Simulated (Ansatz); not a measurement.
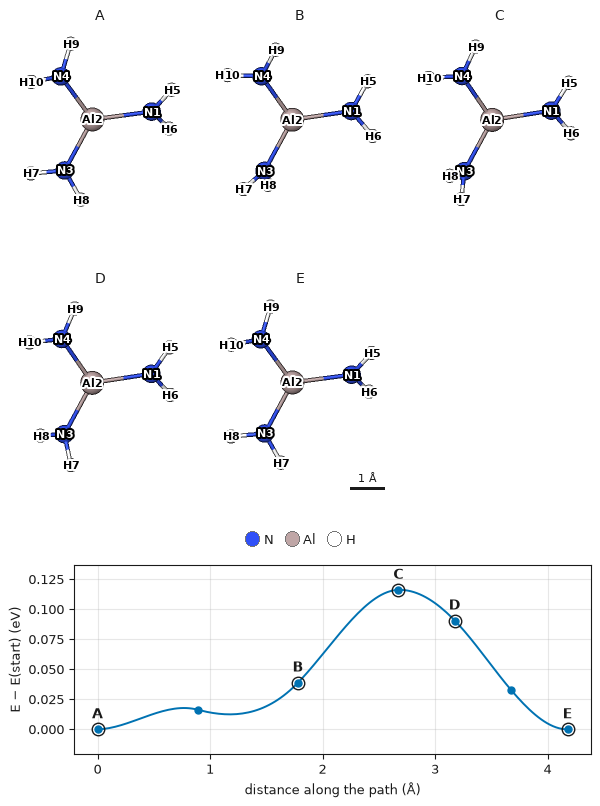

NEB run on AlN$_{3}$H$_{6}$. Images are numbered from 0 (start) to 6 (end). Frames A to E are images 0, 2, 3, 4, 6. A ball-and-stick model, seen at a tilt.

All numbers below come from RKS PBE0-D4/6-31G (Ansatz).

The input:
```yaml
crystal:
  periodic: [false, false, false]
  atoms:
    - { symbol: "N", position_ang: [-1.495048, 0.326771, -0.924015] }
    - { symbol: Al, position_ang: [0.007502, -0.004877, -7.0e-05] }
    - { symbol: "N", position_ang: [0.544299, -1.696964, 0.264384] }
    - { symbol: "N", position_ang: [0.975108, 1.354984, 0.659974] }
    - { symbol: H, position_ang: [-1.705557, 1.209142, -1.365382] }
    - { symbol: H, position_ang: [-2.232835, -0.346547, -1.065349] }
    - { symbol: H, position_ang: [1.180835, -1.981276, 0.99351] }
    - { symbol: H, position_ang: [0.247977, -2.480019, -0.298285] }
    - { symbol: H, position_ang: [0.613559, 2.283386, 0.817998] }
    - { symbol: H, position_ang: [1.94716, 1.284001, 0.920134] }
basis:
  gaussian: { orbitals: "6-31G" }
hamiltonian:
  xc: pbe0
  dispersion: d4
neb:
  order_check: false
  images: 5
  f_tol: 0.05
  max_iterations: 60
  initial_path: idpp
  final_atoms:
    - { symbol: "N", position_ang: [-1.4937982, 0.32666559, -0.92376971] }
    - { symbol: Al, position_ang: [0.00817349, -0.0048948, 0.00091277] }
    - { symbol: "N", position_ang: [0.54372409, -1.69746306, 0.26434986] }
    - { symbol: "N", position_ang: [0.97475404, 1.35565778, 0.66094005] }
    - { symbol: H, position_ang: [-1.7026625, 1.2081116, -1.36778705] }
    - { symbol: H, position_ang: [-2.23214247, -0.34614026, -1.0648522] }
    - { symbol: H, position_ang: [0.24771016, -2.47936634, -0.30022448] }
    - { symbol: H, position_ang: [1.17768346, -1.98389842, 0.99494834] }
    - { symbol: H, position_ang: [0.61062256, 2.28217263, 0.82432123] }
    - { symbol: H, position_ang: [1.94893537, 1.28775628, 0.91406018] }
```

Run as
```bash
ansatz run input.yaml --threads 1 --pin off --max-ram 2048MiB --backend cpu --events-out ev --progress --plain --runs-dir out
```

**Read off the barrier and say what moves.**

The two ends have the same energy, and the highest point, image 3, lies 0.116 eV above the start. The motion is a rotation about the Al2–N3 bond by about 180°. No bond forms or breaks between the ends. Among the angles between lasting bonds that change up to the highest image: N1–Al2–N4 120.0° → 117.1°. The band converged in 7 iterations, with a climbing image at the top. At the top, the vibrational analysis gives one imaginary mode (251i cm⁻¹), as a transition state must have.

Limits of the set-up: the basis has no polarisation functions, which atoms past neon need.

The run took 3.1 min on 1 thread of Intel(R) Xeon(R) Processor @ 2.50GHz (Skylake/Cascade Lake), with other jobs on the host, peak memory 0.13 GiB.
